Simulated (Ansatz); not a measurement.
**r2SCAN/def2-SVPD run of C2HBF2 (SMILES C#CB(F)F)**

What is the energy change on altering one bond length of C2HBF2 at r2SCAN/def2-SVPD? 

The calculation is run with Ansatz 0.2.0.

36 further runs of the same task are left out: 36 set aside as unsound or not needed.

**1. The molecule**

The species is C2HBF2 (6 atoms), meant as a singlet with charge 0. SMILES: `C#CB(F)F`. The coordinates come from a PBE0-D4/def2-TZVP relaxation.

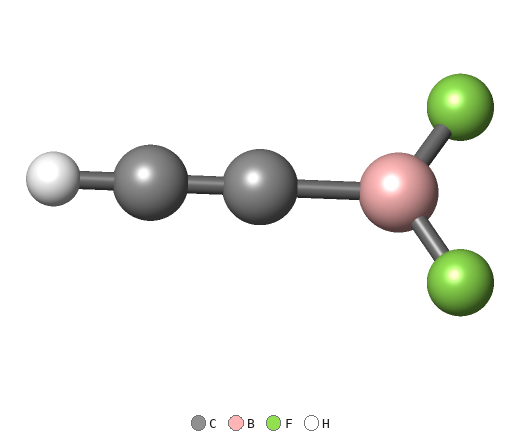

Viewed from a chosen angle; carbon grey, boron pink, fluorine green, hydrogen white.

**2. A single-point energy at r2SCAN/def2-SVPD**

job.yaml reads:

```yaml
crystal:
  periodic: [false, false, false]
  atoms:
    - {symbol: C, position_ang: [-0.883700, 0.450800, 1.253400]}
    - {symbol: C, position_ang: [-0.218600, 0.106200, 0.311700]}
    - {symbol: B, position_ang: [0.622000, -0.329200, -0.878400]}
    - {symbol: F, position_ang: [0.153600, -1.179500, -1.766600]}
    - {symbol: F, position_ang: [1.841700, 0.131700, -1.054100]}
    - {symbol: H, position_ang: [-1.473000, 0.756000, 2.087900]}
basis:
  gaussian:
    orbitals: def2-SVPD
hamiltonian:
  xc: r2scan
accuracy: high
output:
  orbitals: {seedname: orbitals}
```

Command:

```bash
$ ansatz run job.yaml --threads 1 --pin off --max-ram 3480MiB --events-out events.jsonl --progress --plain --runs-dir runs
```

Output:

```text
Warning: RAYON_NUM_THREADS=1 ignored (pool sized by the plan → 1); use --threads N
Functional definition: r2SCAN
  name "r2SCAN"
  parameter k0 = 0.174
  parameter k1 = 0.065
  parameter a1 = 4.9479
  exchange = r2scan_x(k0 = k0, k1 = k1, a1 = a1)
  correlation = r2scan_c
2205 factors; integrals over basis functions are off by at most 3.2e-9 eV
mean field evaluation 1: about -8186.7198 eV, gradient 4.9e1 eV
mean field evaluation 2: about -8184.1564 eV, gradient 6.3e1 eV
mean field evaluation 4: about -8191.7697 eV, gradient 2.6e0 eV
mean field evaluation 8: about -8191.7922 eV, gradient 8.3e-2 eV
mean field evaluation 16: about -8191.7922 eV, gradient 2.7e-6 eV
mean field -8191.79224095 eV, -301.0428122587 hartree, gradient 1.3e-8 eV, S^2 0.000000; 0 other end points of the search recorded, 0 dependent functions left out
reference -8191.79224192 eV, -301.0428122944 hartree; 18, 18 occupied and 96, 96 virtual orbitals, 2205 factors
Total energy: -8191.79224192 eV, -301.0428122944 hartree
```

It took 14 s on 1 thread of Arm Neoverse V1, shared host; peak memory 0.35 GiB.

**3. The distorted shape**

job.yaml reads:

```yaml
basis:
  gaussian: {orbitals: def2-SVPD}
crystal:
  periodic: [false, false, false]
  atoms:
    - {symbol: C, position_ang: [-1.303975, 0.668487, 1.848414]}
    - {symbol: C, position_ang: [-0.638875, 0.323887, 0.906714]}
    - {symbol: B, position_ang: [0.622000, -0.329200, -0.878400]}
    - {symbol: F, position_ang: [0.153600, -1.179500, -1.766600]}
    - {symbol: F, position_ang: [1.841700, 0.131700, -1.054100]}
    - {symbol: H, position_ang: [-1.893275, 0.973687, 2.682914]}
hamiltonian: {xc: r2scan}
accuracy: high
output: {orbitals: {seedname: orbitals}}
```

Command:

```bash
$ ansatz run job.yaml --threads 1 --pin off --max-ram 3480MiB --events-out events.jsonl --progress --plain --runs-dir runs
```

Output (excerpt; [...] marks lines left out):

```text
Warning: RAYON_NUM_THREADS=1 ignored (pool sized by the plan → 1); use --threads N
[... 7 set-up lines as earlier in the session ...]
2216 factors; integrals over basis functions are off by at most 2.8e-9 eV
mean field evaluation 1: about -8180.9542 eV, gradient 5.6e1 eV
mean field evaluation 2: about -8119.6812 eV, gradient 1.4e2 eV
mean field evaluation 4: about -8188.4216 eV, gradient 1.2e1 eV
mean field evaluation 8: about -8188.6989 eV, gradient 6.0e-2 eV
mean field evaluation 16: about -8188.7042 eV, gradient 1.5e-5 eV
mean field -8188.70420880 eV, -300.9293291704 hartree, gradient 6.2e-8 eV, S^2 0.000000; 0 other end points of the search recorded, 0 dependent functions left out
reference -8188.70420983 eV, -300.9293292080 hartree; 18, 18 occupied and 96, 96 virtual orbitals, 2216 factors
Total energy: -8188.70420983 eV, -300.9293292080 hartree
```

Wall time 15 s (1 thread of Arm Neoverse V1, shared host); peak memory 0.35 GiB.

**4. Results**

Level: r2SCAN/def2-SVPD.

```
                                                         quantity          value
                                        first shape: total energy  -301.04281 Eh
                                         first shape: HOMO energy       -7.95 eV
                                         first shape: LUMO energy       -2.27 eV
                                       first shape: HOMO–LUMO gap        5.68 eV
                                    distorted shape: total energy  -300.92933 Eh
                                     distorted shape: HOMO energy       -7.12 eV
                                     distorted shape: LUMO energy       -2.50 eV
                                   distorted shape: HOMO–LUMO gap        4.62 eV
energy change with the C2–B3 bond stretched from 1.521 to 2.281 Å       3.088 eV
```

In words: With the C2–B3 bond stretched from 1.521 to 2.281 Å the energy rises by 3.09 eV (71 kcal/mol). The first shape isn't relaxed at this level, so the change isn't measured from a minimum.
